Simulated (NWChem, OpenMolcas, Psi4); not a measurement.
# How basis sets differ on CH4BFO2 (SMILES COB(O)F)

CH4BFO2: 9 atoms, total charge 0, spin state singlet. SMILES: `COB(O)F`. The coordinates come from a PBE0-D4/def2-TZVP relaxation. This is one conformer, not always the lowest.

```tsv
atom	x (Å)	y (Å)	z (Å)
C	-0.6493	0.4913	-1.0859
O	-0.4870	0.6896	0.3046
B	0.3204	-0.0851	1.0495
O	1.0404	-1.1143	0.5247
F	0.4015	0.1877	2.3553
H	-1.7015	0.2852	-1.2914
H	-0.0407	-0.3377	-1.4512
H	-0.3631	1.4070	-1.6066
H	1.5677	-1.5701	1.1840
```

Each level gives the dipole moment (D). The values are calculated.

| level | kind | program | value (D) | CPU time |
| --- | --- | --- | --- | --- |
| HF/STO-3G | Hartree–Fock | NWChem | 1.30 | 2.4 s |
| HF/3-21G | Hartree–Fock | OpenMolcas | 2.27 | 2.7 s |
| HF/6-31G* (RICD fitting, Cartesian functions) | Hartree–Fock | OpenMolcas | 1.89 | 3.3 s |
| HF/def2-SVP | Hartree–Fock | OpenMolcas | 2.04 | 8.6 s |
| HF/def2-SVP (density fitting) | Hartree–Fock | Psi4 | 2.04 | 2.7 s |

The values span 1.30 to 2.27 D. Magnitudes only. Sets without polarisation functions give poor dipoles. Without the sets that lack polarisation functions the rows with a basis span only 1.89 to 2.04 D. Times are those of the runs behind each value, whatever else they computed, on shared processors of several kinds: orders of magnitude only.

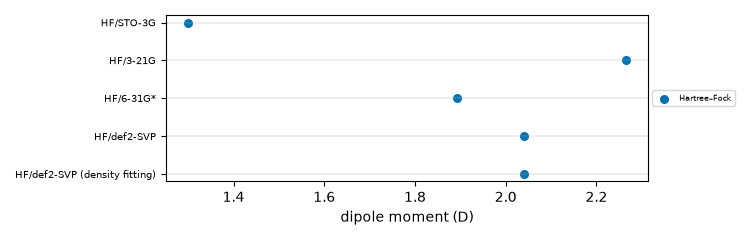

The values of the table, level by level.
